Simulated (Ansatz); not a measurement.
The figure comes from a scan of CdTe (zinc blende): one Cd atom of a 2-atom cell moves by u along (1.00, 0.00, 0.00) and v along (0.00, 1.00, 0.00). Computed with PBE (plane waves to 420 eV, PAW, scalar-relativistic; Ansatz, a first-principles code). k mesh 7×7×7 (Γ-centred), Fermi-Dirac smearing 0.05 eV. Fu and Fv are the components of the force on the atom. CdTe was relaxed with its symmetry unable to fall. Spin-orbit coupling is left out, though Te is heavy. 

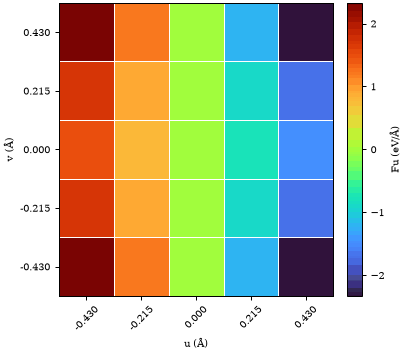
Figure: Fu (eV/Å), one tile a computed point.

Question: Read the plotted values off the figure, to the accuracy that the plot allows.

Answer: To the nearest 0.5:

Fu (eV/Å), with u across and v down:

```
v \ u   -0.430  -0.215  0.000  0.215  0.430
------  ------  ------  -----  -----  -----
-0.430     2.5     1.0    0.0   -1.0   -2.5
-0.215     1.5     1.0    0.0   -1.0   -1.5
0.000      1.5     1.0    0.0   -1.0   -1.5
0.215      1.5     1.0    0.0   -1.0   -1.5
0.430      2.5     1.0    0.0   -1.0   -2.5
```

(A displaced cell: forces are minus the slopes of the energy, force constants its curvatures, and phonons follow from these.)
